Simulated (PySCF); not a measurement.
AlB (charge −1, quartet)

```yaml
atoms:
  - { symbol: Al, position_ang: [0.0000, 0.0000, -0.6042] }
  - { symbol: B, position_ang: [0.0000, 0.0000, 1.4808] }
```

The calculation used PBE0/aug-cc-pVDZ(-PP), non-relativistic Hamiltonian with scalar-relativistic core potentials where named, at a bond length of 2.085 Å in PySCF 2.14.0.

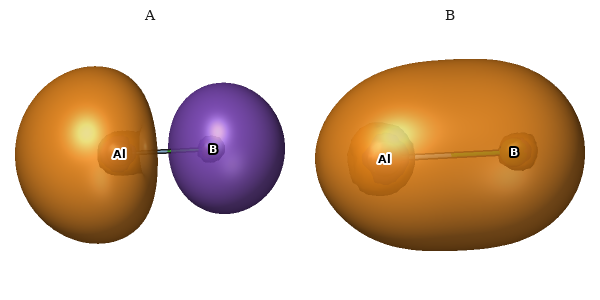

Figure 1. Two frontier β-spin orbitals, each drawn at the value that holds 80 % of its norm (orange and purple are the two phases), in no order; of a degenerate pair one member is drawn.

Label each orbital by symmetry, say whether it is occupied, and order them by energy.

Answer. Orbital B: σ, occupied in this spin, −5.23 eV; shared between the atoms (Al 45 %, B 55 %).
Orbital A: σ, occupied in this spin, −1.27 eV; mainly on Al (70 %).

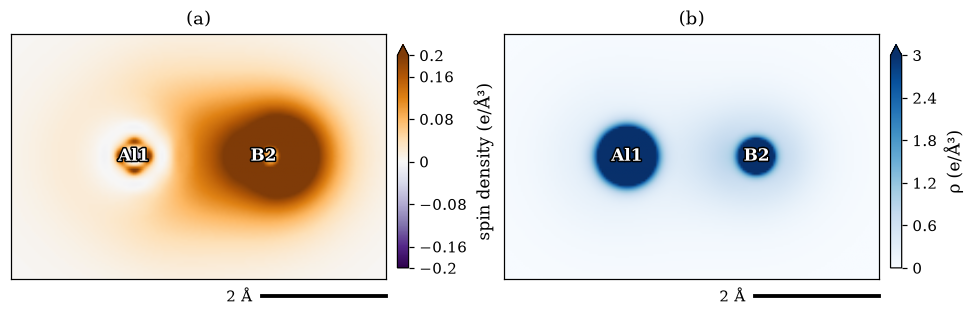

Figure 2. (a) spin density (α minus β); (b) total electron density on a plane that holds the molecular axis.

Describe what can be read from this map.

Answer. Atoms in the plane: Al and B.
Al–B (2.08 Å): ρ at the midpoint is about 0.48 e/Å³.
The unpaired spin (3 electrons) lies mostly on B2 (about 1.8) and Al1 (about 1.2), in electrons by Hirshfeld's partition.
